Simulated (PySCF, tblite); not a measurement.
# Al12N12: electronic excitations

Wanted: electronic excitations for Al12N12.

Programs: tblite 0.8.0 and PySCF 2.14.0, with routines of our own; each step states its level. All values are computed. Atoms count from 0.

## (1) The system as given

24 atoms, charge 0, multiplicity 1; geometry from: force field, distance geometry or constructed start.

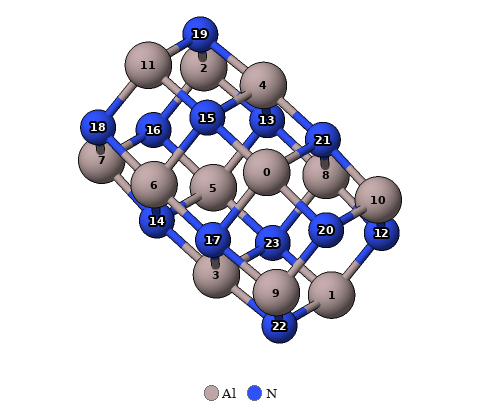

The starting geometry (aluminium light grey, nitrogen blue); sticks join atoms by distance alone.

## (2) Relaxing the molecule with GFN2-xTB

What the job is given:

```
{"job": {"kind": "relax", "xc": "GFN2-xTB", "basis": "xTB"}, "charge": 0, "multiplicity": 1}
Al     0.876600    -0.523200     1.953500
Al    -2.018100    -2.728800    -0.310800
Al     1.554800     1.521400    -2.623900
Al    -2.164900    -0.118200     0.388300
Al     2.163100     0.121500    -0.391100
Al    -0.874900     0.520900    -1.957700
Al    -0.372100     1.819300     1.185000
Al    -0.810300     3.105500    -1.148700
Al     0.374800    -1.819700    -1.188700
Al    -1.552300    -1.524400     2.626500
Al     0.811500    -3.104100     1.148000
Al     2.012400     2.729300     0.304000
N     -0.291000    -3.398500    -0.304100
N      0.990500    -0.190700    -1.973800
N     -1.568800     1.522200    -0.376500
N      1.489600     1.116200     1.201800
N     -0.179000     2.189300    -2.628900
N     -0.989400     0.186800     1.970100
N      0.287000     3.400900     0.311500
N      2.661700     1.815400    -1.168000
N      0.177100    -2.183600     2.631200
N      1.565700    -1.515700     0.376400
N     -2.655400    -1.809900     1.177400
N     -1.495700    -1.119800    -1.196900
```

Command:

```
$ OMP_NUM_THREADS=2 python large_run.py task.json out
```

The driver reads the jobs from task.json and runs them one after another.

The program printed:

```text
step      E/eV     max force
  0   -1320.13560    2.414
  1   -1321.05917    2.011
  2   -1322.90506    0.789
  3   -1322.95886    0.494
  4   -1322.99744    0.288
  5   -1323.03432    0.308
  6   -1323.05258    0.289
  7   -1323.06703    0.192
  8   -1323.07468    0.115
  9   -1323.07852    0.098
 10   -1323.08084    0.083
 11   -1323.08280    0.056
 12   -1323.08371    0.038
 13   -1323.08400    0.024
 14   -1323.08412    0.018
```

Wall time 0.84 s (2 threads of Arm Neoverse V1, shared host); peak memory 0.16 GiB.

The steps of the relaxation:

```tsv
step	energy from step 0 (eV)	largest force (eV/Å)
0	0.0000	2.4148
1	-0.9236	2.0114
2	-2.7695	0.7891
3	-2.8233	0.4934
4	-2.8618	0.2882
5	-2.8987	0.3081
6	-2.9170	0.2892
7	-2.9314	0.1916
8	-2.9391	0.1147
9	-2.9429	0.0981
10	-2.9452	0.0833
11	-2.9472	0.0563
12	-2.9481	0.0381
13	-2.9484	0.0238
14	-2.9485	0.0178
```

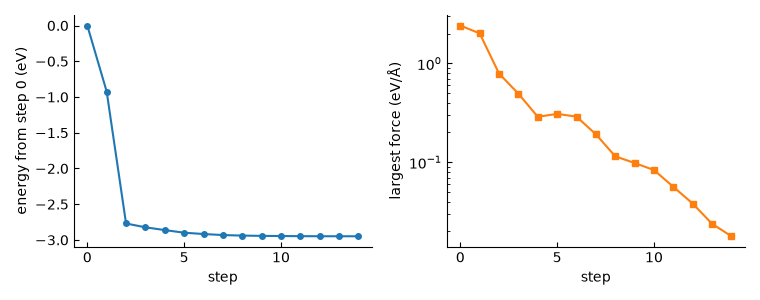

Energy and force, step by step.

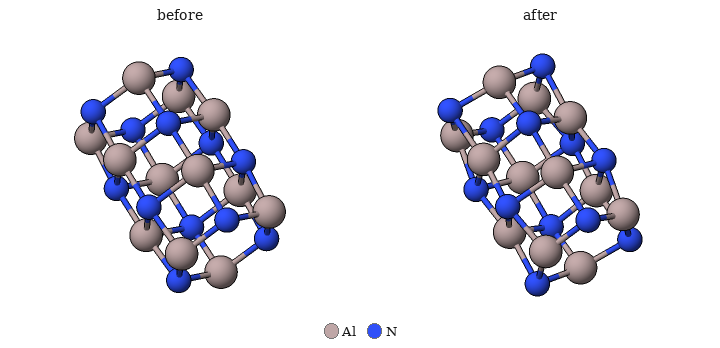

Before and after, at one scale.

Close pairs (by a distance rule), those that changed most:

```tsv
bond	before (Å)	after (Å)	change (Å)
Al3–Al9	2.713	2.553	-0.160
Al0–Al9	2.712	2.553	-0.159
Al2–Al5	2.711	2.553	-0.158
Al5–Al7	2.709	2.553	-0.156
Al1–Al3	2.707	2.553	-0.154
Al1–Al8	2.706	2.553	-0.153
Al2–Al4	2.705	2.553	-0.152
Al0–Al10	2.704	2.553	-0.151
```

The final coordinates are the input of the step that follows.

## (3) Electronic excitations: TDA PBE0/6-31G*

What the job is given:

```
{"job": {"kind": "uv", "basis": "6-31G*", "grid": 1, "kgrid": 0, "vcut": 1.5, "nstates": 6, "ntriplets": 2, "tda": true, "delta": [], "pop": true, "xc": "PBE0"}, "charge": 0, "multiplicity": 1}
Al     0.786096    -0.531817     1.831526
Al    -1.872159    -2.652318    -0.156448
Al     1.460428     1.586261    -2.431936
Al    -2.019060    -0.162396     0.387365
Al     2.018449     0.163249    -0.387124
Al    -0.786241     0.532912    -1.831097
Al    -0.325141     1.730436     1.074524
Al    -0.627645     2.982549    -1.129728
Al     0.324209    -1.729374    -1.074010
Al    -1.460463    -1.585675     2.432021
Al     0.626951    -2.981476     1.130195
Al     1.870948     2.653421     0.156390
N     -0.275382    -3.501444    -0.362651
N      0.993369    -0.225359    -1.988746
N     -1.604446     1.511886    -0.368539
N      1.504704     1.102441     1.231981
N     -0.216635     2.226236    -2.733389
N     -0.993879     0.226085     1.989093
N      0.274256     3.502484     0.363328
N      2.772503     1.832068    -1.194638
N      0.216739    -2.224993     2.734039
N      1.603800    -1.510857     0.368819
N     -2.772972    -1.831122     1.195152
N     -1.505471    -1.101339    -1.231691
```

Method: TDA PBE0/6-31G*, vertical, gas phase, core orbitals frozen in the response, virtual orbitals cut by energy.

The program printed:

```text
start: PBE on a coarse grid of 30080 points
cycle   1  E = -3563.8723498054  dE =  5.631e+00  |g| = 2.053e+00  |ddm| = 7.285e+00
cycle   2  E = -3556.2400340649  dE =  7.632e+00  |g| = 5.236e+00  |ddm| = 1.916e+01
cycle   3  E = -3564.7830843190  dE = -8.543e+00  |g| = 7.286e-01  |ddm| = 1.742e+01
cycle   4  E = -3564.8254931096  dE = -4.241e-02  |g| = 7.093e-01  |ddm| = 2.182e+00
cycle   5  E = -3564.9308226728  dE = -1.053e-01  |g| = 3.416e-01  |ddm| = 1.048e+00
cycle   6  E = -3564.9588251663  dE = -2.800e-02  |g| = 4.780e-02  |ddm| = 5.745e-01
cycle   7  E = -3564.9594191290  dE = -5.940e-04  |g| = 1.606e-02  |ddm| = 1.276e-01
cycle   8  E = -3564.9594964933  dE = -7.736e-05  |g| = 5.428e-03  |ddm| = 3.513e-02
final grid: 124261 points
cycle   9  E = -3564.8741142403  dE = -2.016e-02  |g| = 5.147e-02  |ddm| = 7.726e-01
cycle  10  E = -3564.8733872474  dE =  7.270e-04  |g| = 7.596e-02  |ddm| = 2.168e-01
cycle  11  E = -3564.8747610529  dE = -1.374e-03  |g| = 1.259e-02  |ddm| = 1.092e-01
cycle  12  E = -3564.8747829783  dE = -2.193e-05  |g| = 8.164e-03  |ddm| = 2.526e-02
cycle  13  E = -3564.8747993028  dE = -1.632e-05  |g| = 1.404e-03  |ddm| = 1.386e-02
cycle  14  E = -3564.8748000522  dE = -7.494e-07  |g| = 5.311e-04  |ddm| = 2.653e-03
cycle  15  E = -3564.8747991311  dE =  9.211e-07  |g| = 3.513e-04  |ddm| = 1.011e-03
cycle  16  E = -3564.8748030529  dE = -3.922e-06  |g| = 3.526e-05  |ddm| = 4.317e-04
converged SCF energy = -3564.8748030529

Static polarisability (au): isotropic 283.760, principal 254.231 254.299 342.748

Singlet excitations
state   eV       nm        f      main configurations
  1   3.1867    389.1   0.00810   H->L 0.96
  2   3.1876    389.0   0.00812   H-1->L 0.96
  3   3.4069    363.9   0.00000   H-2->L 0.91
  4   3.4076    363.8   0.00000   H-3->L 0.91
  5   3.5792    346.4   0.00000   H-4->L 0.98
  6   3.6444    340.2   0.05804   H-5->L 0.96

Triplet excitations (Tamm-Dancoff, eV): 3.0270 3.0278
```

Wall time 58 s (2 threads of Arm Neoverse V1, shared host); peak memory 1.2 GiB.

The orbitals next to the gap, with their largest atomic shares:

```tsv
orbital	eV	atoms
HOMO−4	-7.10	N15 9 %, N23 9 %, N17 9 %
HOMO−3	-6.94	N15 12 %, N23 12 %, N16 12 %
HOMO−2	-6.94	N14 11 %, N21 11 %, N22 11 %
HOMO−1	-6.69	N20 14 %, N16 14 %, N14 8 %
HOMO	-6.69	N22 12 %, N19 12 %, N18 9 %
LUMO	-2.57	Al1 10 %, Al2 10 %, Al11 10 %
LUMO+1	-1.84	Al1 10 %, Al10 10 %, Al7 10 %
LUMO+2	-1.24	Al1 23 %, Al11 22 %, Al10 13 %
LUMO+3	-1.24	Al2 23 %, Al9 22 %, Al7 13 %
```

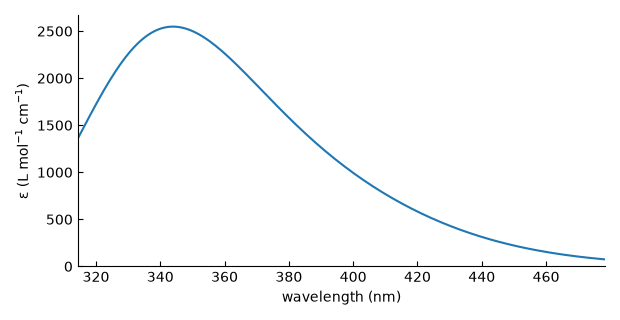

Absorption spectrum: each of the 6 states is a Gaussian band of 0.4 eV half-width at 1/e. Beyond the last state computed it falls off for lack of states.

Ground-state properties from the same run:

```tsv
property	computed
dipole moment (D)	0.00
polarisability (Å³)	42.05
HOMO–LUMO gap (eV)	4.12
−ε(HOMO) (eV)	6.69
```

## (4) Results

| quantity | value |
| --- | --- |
| lowest singlet (PBE0/6-31G*) | 3.19 eV (389 nm), f = 0.008 |
| brightest single state of those computed | state 6, 3.64 eV, f = 0.058 |
| lowest triplet | 3.03 eV |

In words: The lowest singlet, at 3.19 eV, is HOMO→LUMO 0.96 and is weak; of the 6 states computed, the strongest absorption comes from state 6 at 3.64 eV (the last computed, so partners may be missing). The lowest triplet lies 0.16 eV below the lowest singlet.
